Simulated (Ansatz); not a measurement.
**AlNH2Cl (SMILES [NH2][Al][Cl]) at UB3LYP/6-31G(d) (Cartesian functions)**

Aim: the vertical doublet–quartet gap of AlNH2Cl at UB3LYP/6-31G* (Cartesian functions), from 2 runs. 

The calculation is run with Ansatz 0.2.0.

19 further runs of the same task are left out: 19 set aside as unsound or not needed.

## (1) The molecule

AlNH2Cl: 5 atoms, total charge 0, spin state doublet. As SMILES, `[NH2][Al][Cl]`. Geometry: relaxed at PBE0-D4/def2-TZVP. This is one conformer, not always the lowest.

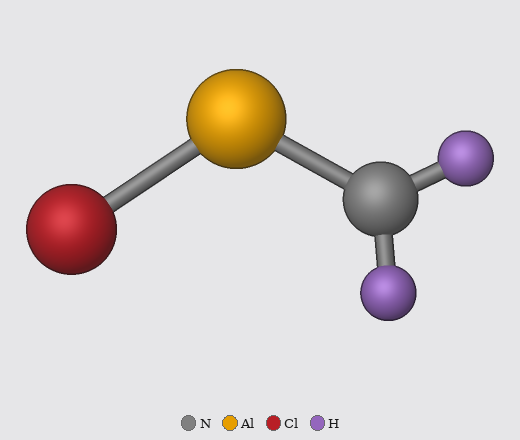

Viewed from a chosen angle; nitrogen grey, aluminium amber, chlorine red, hydrogen purple.

## (2) The energy at UB3LYP/6-31G(d) (Cartesian functions)

Input file in.yaml:

```yaml
crystal:
  periodic: [false, false, false]
  atoms:
    - {symbol: "N", position_ang: [-0.549400, 0.461700, -0.232000]}
    - {symbol: Al, position_ang: [0.402600, -0.291600, 1.049100]}
    - {symbol: Cl, position_ang: [1.907000, -1.649700, 0.440800]}
    - {symbol: H, position_ang: [-1.293600, 1.123300, -0.083500]}
    - {symbol: H, position_ang: [-0.416600, 0.282700, -1.215900]}
basis:
  gaussian: {orbitals: "6-31G*"}
hamiltonian: {xc: {name: B3LYP}}
accuracy: high
magnetization: {spin_polarized: true, initial_magnetization: 1}
output: {orbitals: {seedname: orbitals}}
```

The run is started by

```
ansatz run in.yaml --threads 1 --pin off --max-ram 2610MiB --events-out events.jsonl --progress --plain --runs-dir runs
```

Standard output:

```text
Warning: RAYON_NUM_THREADS=1 ignored (pool sized by the plan → 1); use --threads N
Functional definition: B3LYP
  name "B3LYP"
  parameter a0 = 0.2
  parameter ax = 0.72
  parameter ac = 0.81
  exchange = (1 - a0 - ax)*slater_x + ax*b88_x + a0*exact_x
  correlation = (1 - ac)*vwn_rpa_c + ac*lyp_c
1129 factors; integrals over basis functions are off by at most 1.0e-8 eV
mean field evaluation 1: about -20636.1198 eV, gradient 4.3e1 eV
mean field evaluation 2: about -20602.2573 eV, gradient 7.8e1 eV
mean field evaluation 4: about -20643.6111 eV, gradient 5.4e0 eV
mean field evaluation 8: about -20643.8410 eV, gradient 9.1e-2 eV
mean field evaluation 16: about -20643.8411 eV, gradient 4.6e-5 eV
mean field -20643.84105074 eV, -758.6471657165 hartree, gradient 5.0e-8 eV, S^2 0.751573; 0 other end points of the search recorded, 0 dependent functions left out
reference -20643.84108467 eV, -758.6471669637 hartree; 20, 19 occupied and 37, 38 virtual orbitals, 1129 factors
Total energy: -20643.84108467 eV, -758.6471669637 hartree
```

Run time: 11 s. Hardware: 1 thread of Arm Neoverse N1, shared host; peak memory 0.24 GiB.

## (3) The quartet, same level

Input file in.yaml:

```yaml
crystal:
  periodic: [false, false, false]
  atoms:
    - symbol: N
      position_ang: [-0.549400, 0.461700, -0.232000]
    - symbol: Al
      position_ang: [0.402600, -0.291600, 1.049100]
    - symbol: Cl
      position_ang: [1.907000, -1.649700, 0.440800]
    - symbol: H
      position_ang: [-1.293600, 1.123300, -0.083500]
    - symbol: H
      position_ang: [-0.416600, 0.282700, -1.215900]
basis:
  gaussian:
    orbitals: "6-31G*"
total_charge: 0
magnetization:
  spin_polarized: true
  initial_magnetization: 3
hamiltonian:
  xc: {name: B3LYP}
accuracy: high
output: {orbitals: {seedname: orbitals}}
```

The run is started by

```
ansatz run in.yaml --threads 1 --pin off --max-ram 2610MiB --events-out events.jsonl --progress --plain --runs-dir runs
```

Standard output, cut to the lines that bear on the results:

```text
Warning: RAYON_NUM_THREADS=1 ignored (pool sized by the plan → 1); use --threads N
[... 7 set-up lines as earlier in the session ...]
1129 factors; integrals over basis functions are off by at most 1.0e-8 eV
mean field evaluation 1: about -20628.2257 eV, gradient 4.4e1 eV
mean field evaluation 2: about -20577.3435 eV, gradient 9.1e1 eV
mean field evaluation 4: about -20635.3914 eV, gradient 2.2e1 eV
mean field evaluation 8: about -20638.5554 eV, gradient 1.4e0 eV
mean field evaluation 16: about -20638.6433 eV, gradient 2.7e-3 eV
mean field evaluation 32: about -20638.6433 eV, gradient 3.1e-8 eV
mean field -20638.64329324 eV, -758.4561516517 hartree, gradient 3.1e-8 eV, S^2 3.754014; 5 other end points of the search recorded, 0 dependent functions left out
reference -20638.64332708 eV, -758.4561528951 hartree; 21, 18 occupied and 36, 39 virtual orbitals, 1129 factors
Total energy: -20638.64332708 eV, -758.4561528951 hartree
```

It took 16 s on 1 thread of Arm Neoverse N1, shared host; peak memory 0.23 GiB.

## (4) Results

Level: UB3LYP/6-31G* (Cartesian functions).

| quantity | value |
| --- | --- |
| doublet: total energy | -758.64717 Eh |
| doublet: HOMO energy (highest over α and β) | -5.83 eV |
| doublet: LUMO energy (lowest over α and β) | -2.94 eV |
| doublet: ⟨S²⟩ | 0.752 |
| quartet: total energy | -758.45615 Eh |
| quartet: HOMO energy (highest over α and β) | -2.54 eV |
| quartet: ⟨S²⟩ | 3.754 |
| vertical energy of the quartet above the doublet | 5.198 eV |

In words: At this shape the quartet lies 5.20 eV (120 kcal/mol) above the doublet.
